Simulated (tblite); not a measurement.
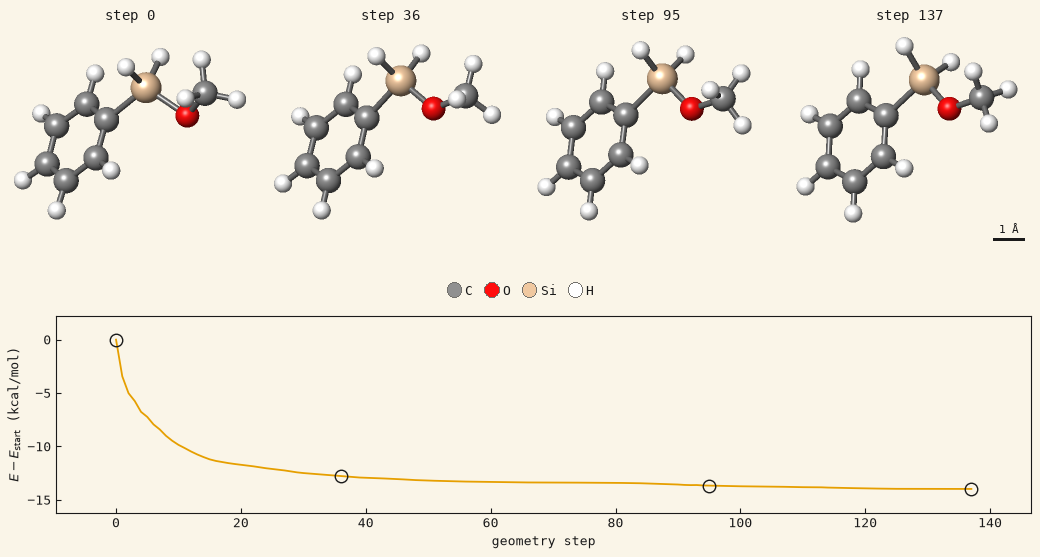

Frames of a relaxation of C7H10OSi, marked on the history of the run. The picture is a ball-and-stick view, seen from a free direction.

Method: GFN2-xTB geometry optimisation, gas phase in tblite 0.8.0. 

> Describe the path.

The energy falls by 14.0 kcal/mol in 137 geometry steps. The atom that moves furthest after the best rigid fit is an H atom (1.38 Å). Largest moves by element: H 1.38 Å, O 0.75 Å, C 0.32 Å, Si 0.28 Å. Near-neighbour distances that change, for instance: O–Si 1.720 → 1.622 Å, C–O 1.426 → 1.392 Å, C–H 1.126 → 1.093 Å, C–Si 1.846 → 1.877 Å. Bond angles that change, for instance: C–O–Si 106.0° → 127.6°, O–Si–C 112.3° → 103.2°, C–Si–H 105.9° → 111.8°. Groups turn about C–Si by about 40°, C–O by about 30°, O–Si by about 25°. Cost: 1.9 s on 1 thread of Arm Neoverse N1, with other jobs on the host. From step 0 to 36: O and H atoms move most (0.60 Å), energy −12.8 kcal/mol. From step 36 to 95: an H atom moves most (0.59 Å), energy −0.89 kcal/mol. From step 95 to 137: an H atom moves most (0.72 Å), energy −0.31 kcal/mol.

```tsv
step	E − E(0), kcal/mol
0	0.00
1	-3.44
2	-5.01
3	-5.75
4	-6.76
5	-7.23
6	-7.93
7	-8.40
8	-9.00
9	-9.46
10	-9.85
17	-11.46
23	-11.95
30	-12.49
37	-12.82
43	-12.99
50	-13.19
57	-13.29
63	-13.34
70	-13.38
77	-13.39
84	-13.44
90	-13.56
97	-13.69
104	-13.75
110	-13.81
117	-13.89
124	-13.96
130	-13.97
137	-13.97
```
